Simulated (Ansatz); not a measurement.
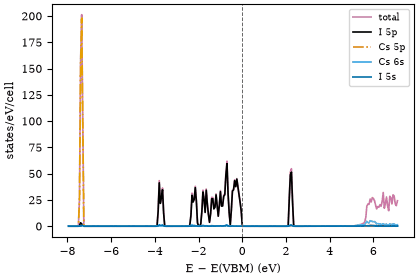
*Total and projected density of states of CsI$_{3}$ in space group Pnma (No. 62; Cs on 4c, I on 4c, I on 4c, I on 4c), r²SCAN (plane waves, PAW; program Ansatz)*

Which orbitals carry the states next to the gap?

Top 1 eV of the valence band: I 5p 98 %. Bottom 1 eV of the conduction band: I 5p 94 %. Projections are on Löwdin-orthogonalised atomic valence shells; empty p or d shells of many metals are not among them.

Where is the tallest occupied peak in this window, and what makes it?

Near -7.4 eV, about 200 states/eV per cell; the largest projected share is Cs 5p.

The first step of the workflow began from a Materials Project structure, measured or hypothetical; the Crystallography Open Database files this formula in space group No. 62, but the cells were not matched. Its standing as an ambient phase is unchecked. Symmetry was held in the r²SCAN relaxation; its stability against distortions is not shown here. Scalar-relativistic: spin–orbit coupling is off unless named, which matters more the heavier the elements.

Potentials: the later of the program's two PAW sets.
